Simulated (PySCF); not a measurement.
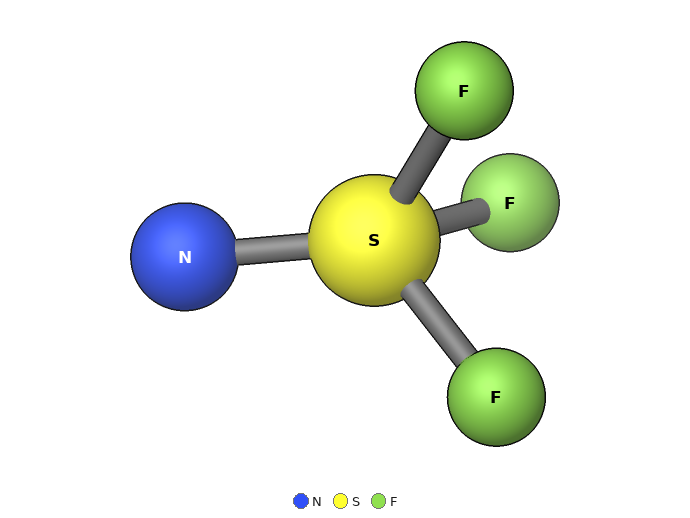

Rendered structure (ball-and-stick style). Every bond is drawn as one stick, whatever its order.

Give the formula.

NSF₃, 5 atoms: 1 nitrogen, 1 sulfur and 3 fluorine.

Give the symmetry (Schoenflies symbol).

C3v.

Count the bonded pairs by element.

3 F–S, 1 N–S. Sticks follow a distance rule.

How many sets of symmetry-equivalent atoms are there?

3: 1 N, 1 S, 3 F.

The parts below concern this one geometry. Atoms keep their numbers from picture to picture. The geometry was computed by an optimisation with PBE0-D3(BJ)/def2-SVP. No frequency run is at hand to confirm it as a minimum.

## Quadrupole coupling

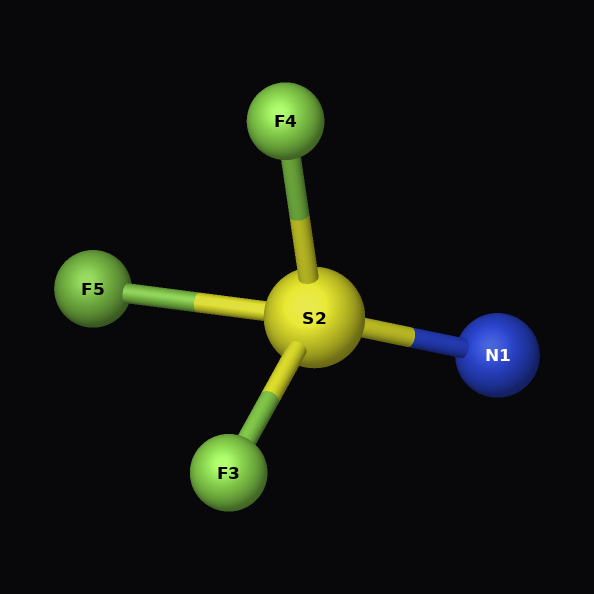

No frequency run is at hand to confirm it as a minimum. Electric field gradients from the ground-state density, PBE0/6-31G (PySCF 2.14.0), non-relativistic apart from any core potentials.

Give the largest field-gradient component, the quadrupole coupling constant and the asymmetry for 14N at N1 (Q = 20.44 mb), 33S at S2 (Q = −67.81 mb).

```json
{"atom": "N1", "V_zz (a.u.)": "0.767", "e²qQ/h (MHz)": "3.68", "η": "0.00"}
{"atom": "S2", "V_zz (a.u.)": "0.137", "e²qQ/h (MHz)": "−2.18", "η": "0.03"}
```

## Dipole moment

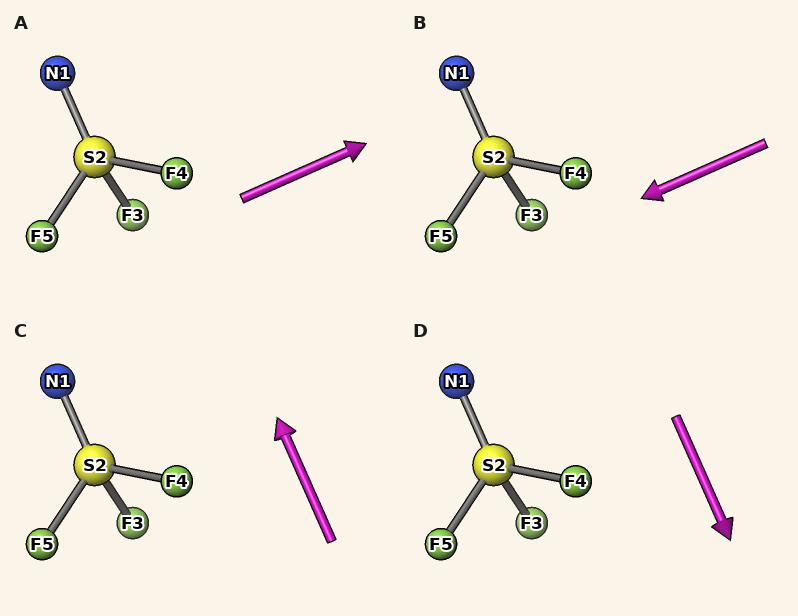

The same molecule four times, each with an arrow. No frequency run is at hand to confirm it as a minimum. Level of theory: ωB97X-D/pcSseg-2, gas phase (PySCF 2.14.0).

Which arrow points along the dipole moment, from the negative to the positive end?

D. The dipole moment is 1.65 D; it points from the side of N1 to the side of F3, F4, F5 (the outermost atoms at the two ends).

## NMR shielding

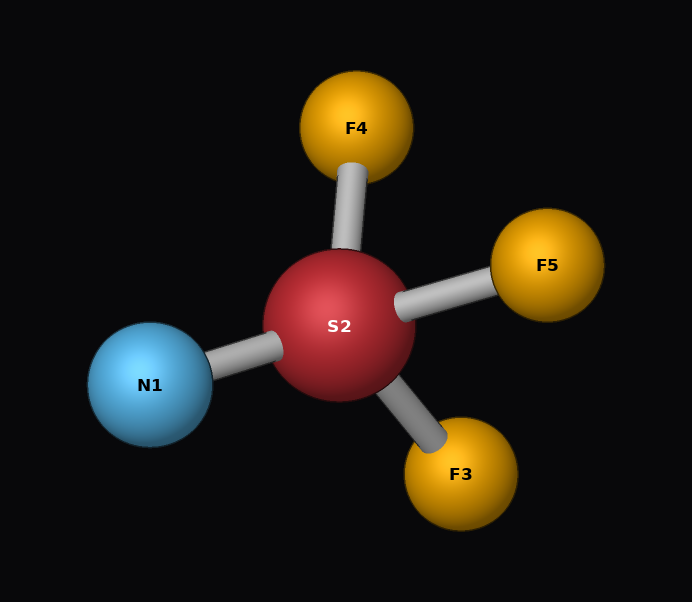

No frequency run is at hand to confirm it as a minimum. Properties computed with GIAO LC-wPBE/pcSseg-2 NMR shielding, non-relativistic, gas phase (PySCF 2.14.0). Principal shieldings σ11 ≤ σ22 ≤ σ33, span Ω = σ33 − σ11, skew κ = 3(σiso − σ22)/Ω.

Give the shielding tensors of the F atoms.

| atom | σ11 | σ22 | σ33 | σiso | Ω | κ |
| --- | --- | --- | --- | --- | --- | --- |
| F3, F4, F5 | −85.2 | −54.3 | 365.2 | 75.2 | 450.4 | 0.86 |

Shieldings and span in ppm.

## Bond orders

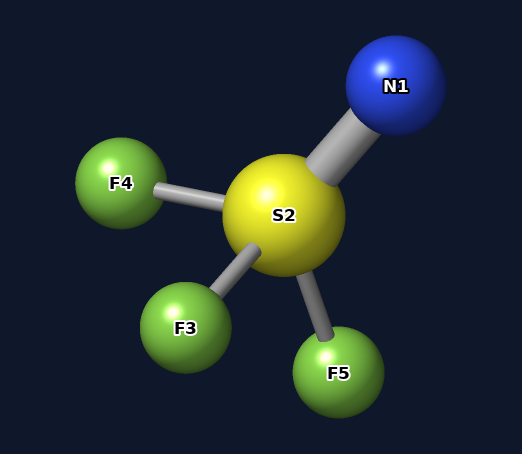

The thickness of each stick grows with its Mayer bond order. No frequency run is at hand to confirm it as a minimum. Level of theory: PBE0/STO-3G (PySCF 2.14.0).

List the Mayer bond orders of N1–S2, S2–F3 (one bond of each equivalent set).

```csv
bond,Mayer order,length (Å)
N1–S2,1.86,1.422
S2–F3,0.60,1.591
```
